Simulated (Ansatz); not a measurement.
C$_{2}$H$_{3}$ClSi

Input

```
crystal:
  periodic: [false, false, false]
  atoms:
    - { symbol: C, position_ang: [-0.4866, 0.4683, -1.8781] }
    - { symbol: C, position_ang: [-0.1801, 0.2322, -0.7785] }
    - { symbol: Si, position_ang: [0.3436, -0.1991, 0.9389] }
    - { symbol: Cl, position_ang: [-0.9537, -1.401, 1.8201] }
    - { symbol: H, position_ang: [-0.8552, 0.7503, -2.8942] }
    - { symbol: H, position_ang: [-0.51835, 1.01734, -0.10231] }
    - { symbol: H, position_ang: [1.6871, -0.945, 0.945] }
basis:
  gaussian: { orbitals: cc-pVDZ }
hamiltonian:
  xc: b3lyp
  dispersion: d4
relax:
  f_tol: 0.02
  max_steps: 50
output:
  orbitals: {}
```

Launched as:

```sh
ansatz run input.yaml --threads 1 --pin off --max-ram 2048MiB --backend cpu --events-out ev --progress --plain --runs-dir out
```

The fields are those of the run's last geometry, not of the input's.

The calculation used Ansatz, RKS B3LYP-D4/cc-pVDZ.

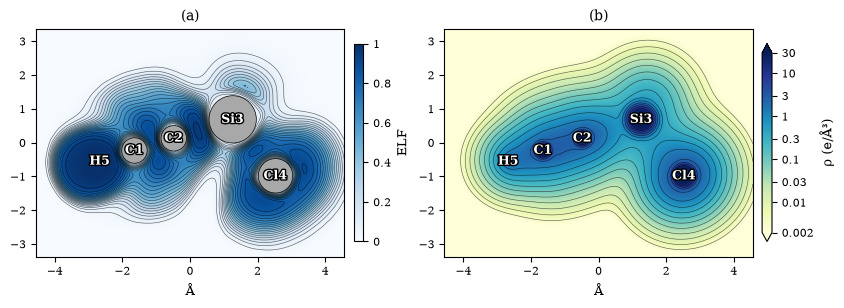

Figure 1. (a) ELF; (b) total electron density on the plane of atoms C2, Si3 and Cl4. Grey discs cover the atomic cores in the ELF map.

Interpret the plot.

- The plane passes through C, Si, Cl and H nuclei.
- C–C (1.22 Å): ρ is about 2.7 e/Å³ halfway; the ELF peaks at about 0.85 between the atoms (a multiple bond).
- C–Si (1.83 Å): ρ is about 0.94 e/Å³ halfway; the ELF peaks at about 0.95 between the atoms: localised, covalent bonding.
- Si–Cl (2.10 Å): the density is about 0.81 e/Å³ at the midpoint; the ELF peaks at about 0.85 between the atoms: a shared but strongly polarised pair.
- C–H (1.07 Å): ρ at the midpoint is about 2 e/Å³; the ELF climbs to about 1 towards the hydrogen, as it does in any bond to H; a covalent bond by its length.
- The ELF also peaks beside Cl4, away from the bonds: lone-pair regions.

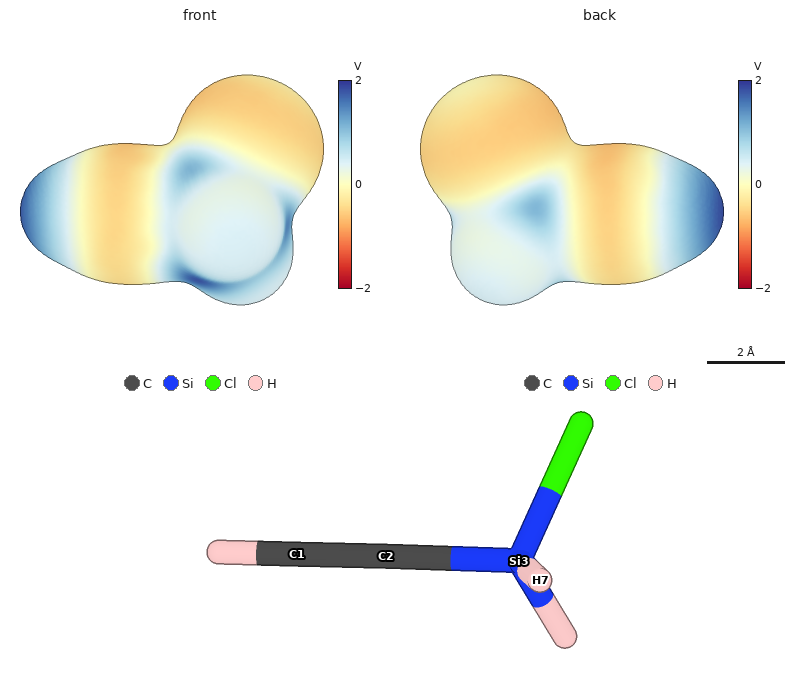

Figure 2. The electrostatic potential painted on the density surface at 0.002 e/bohr³, seen from the front and from behind; red is negative and blue positive. The bare structure is drawn below in the same view.

Where is the surface potential most negative and most positive?

The most negative region (about −0.6 V) lies over C1, C2 and Cl4, the most positive (about +1.8 V) over Si3 and H5.

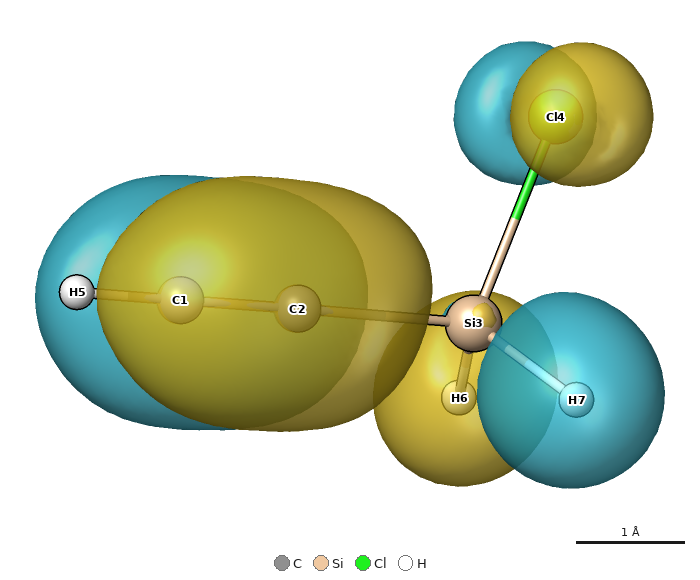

Figure 3. One frontier orbital at ±0.08 Å⁻³ᐟ² (yellow and cyan are the two phases), seen at a tilt.

Which orbital is it: HOMO or LUMO?

The HOMO, at −8.13 eV. Its weight (Hirshfeld) is mainly on C1 (about 40 %) and C2 (about 35 %); π-bonding across C1–C2.

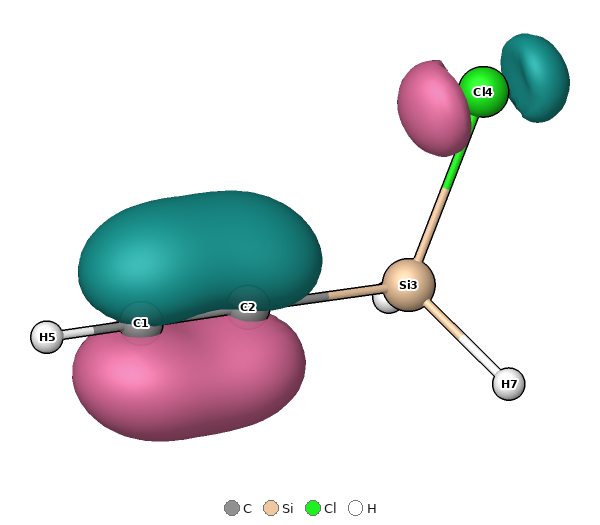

Figure 4. The HOMO−1 at ±0.2 Å⁻³ᐟ² (teal and pink are the two phases), seen at a tilt.

Where does this orbital lie, and at what energy?

It lies mainly on C1 (about 40 %), C2 (about 40 %) and Cl4 (about 10 %); π-bonding across C1–C2. Its energy is −8.21 eV.
